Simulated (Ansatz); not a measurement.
**C$_{2}$H$_{4}$AlCl (SMILES [Cl][Al]1[CH2][CH2]1): density, localisation and related maps**

Input file:

```
crystal:
  periodic: [false, false, false]
  atoms:
    - {symbol: Cl, position_ang: [0.032457, -1.064523, 3.139528]}
    - {symbol: Al, position_ang: [0.019376, -0.402085, 1.168294]}
    - {symbol: C, position_ang: [0.253074, 0.871006, -0.204547]}
    - {symbol: C, position_ang: [-0.235908, -0.588712, -0.691831]}
    - {symbol: H, position_ang: [1.234008, 1.158438, -0.579626]}
    - {symbol: H, position_ang: [-0.463604, 1.667298, -0.398869]}
    - {symbol: H, position_ang: [0.475194, -1.103175, -1.336138]}
    - {symbol: H, position_ang: [-1.222399, -0.595248, -1.152612]}
basis:
  gaussian: {orbitals: def2-TZVPP}
hamiltonian: {xc: pbe0, dispersion: d4}
output: {orbitals: {seedname: orbitals}}
```

Run with:

```sh
ansatz run in.yaml --threads 2 --pin off --events-out ev --progress --plain --max-ram 4352MiB
```

Geometry: PBE0-D4/def2-TZVP.

Method: RKS PBE0-D4/def2-TZVPP in Ansatz 0.2.0.

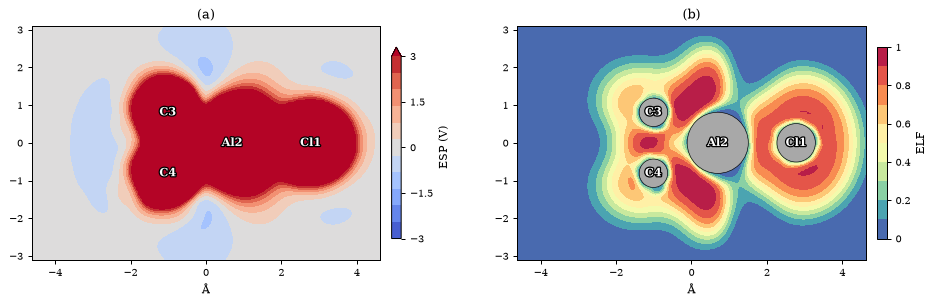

Figure 1. (a) molecular electrostatic potential; (b) electron localisation function on the plane of atoms Al2, C4 and C3. Grey discs cover the atomic cores in the ELF map.

Interpret the plot.

The plane passes through Cl, Al and C nuclei.
C–C (1.61 Å): the ELF peaks at about 0.90 between the atoms: a shared electron pair.
C–Al (1.89 Å): the ELF peaks at about 0.90 in the valence shell of C, 0.7 Å from its nucleus, and is about 0.65 at the midpoint.
Al–Cl (2.08 Å): the ELF peaks at about 0.85 in the valence shell of Cl, 0.9 Å from its nucleus, and is about 0.80 at the midpoint.
The ELF also peaks beside Cl1, away from the bonds: lone-pair regions.
Outside the dense part of the molecule the potential is most negative (−0.9 V) near C3 and C4.

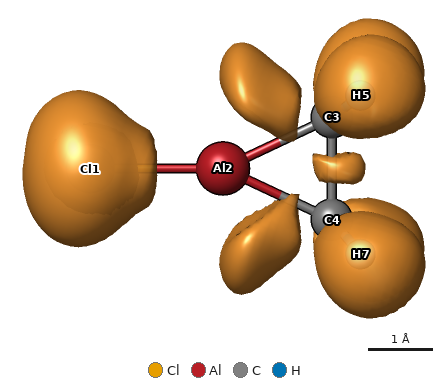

Figure 2. Isosurface of the electron localisation function at 0.8 (orange), seen across its widest extent. Only the valence region is drawn (cores and ρ < 0.01 e/Å³ removed).

What do the ELF domains correspond to?

The surface consists of one region between bonded C–C atoms (shared pairs), four regions around hydrogen nuclei, one region on Cl in which the atom's valence shell and bonds are merged and two lobes on Al, pointing away from the bonds (lone pairs).

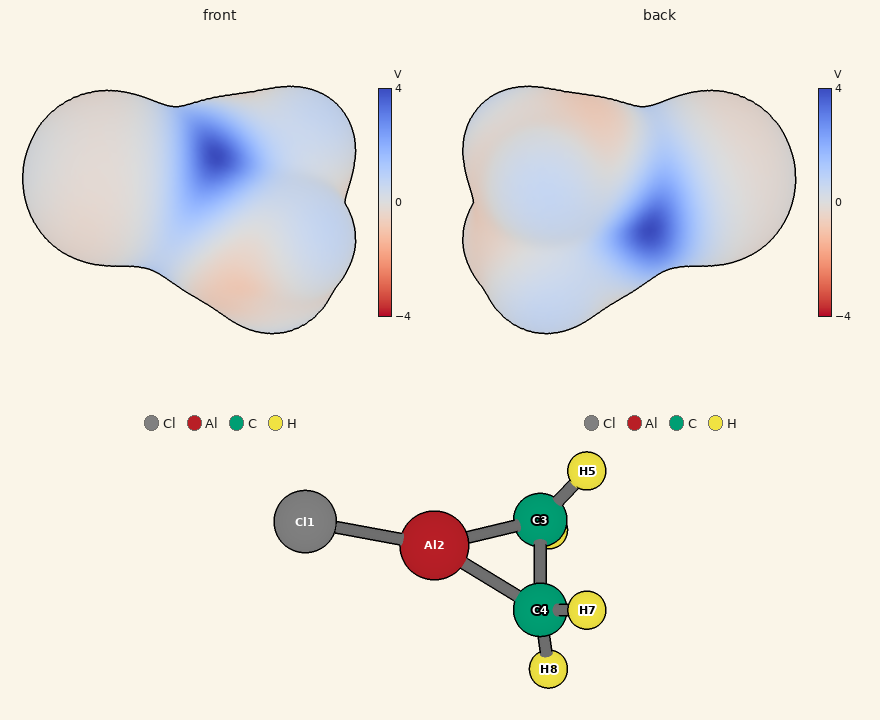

Figure 3. The electrostatic potential painted on the density surface at 0.002 e/bohr³, seen from the front and from behind; the colour scale runs from red (negative) to blue (positive). The bare structure is drawn below in the same view.

Which sites attract a positive test charge, and which a negative one?

A positive charge is drawn to the negative regions and a negative charge to the positive ones. The most negative region (about −0.7 V, or −16 kcal/mol for a unit charge) lies over C3 and C4, the most positive (about +3.8 V, or +88 kcal/mol for a unit charge) over Al2.
